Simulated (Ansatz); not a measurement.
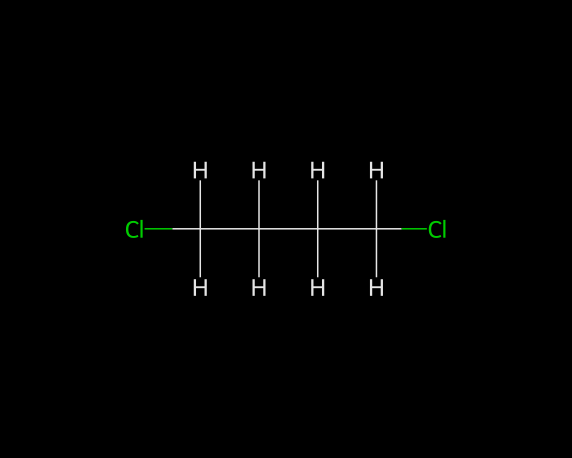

Figure made from data computed with Ansatz.

> Transcribe the drawing into SMILES.

ClCCCCCl

> What is the molecular formula?

C4H8Cl2.

> An optimisation with PBE-D4/def2-SVP gave a structure of which point group?

Ci. Other conformers may differ.
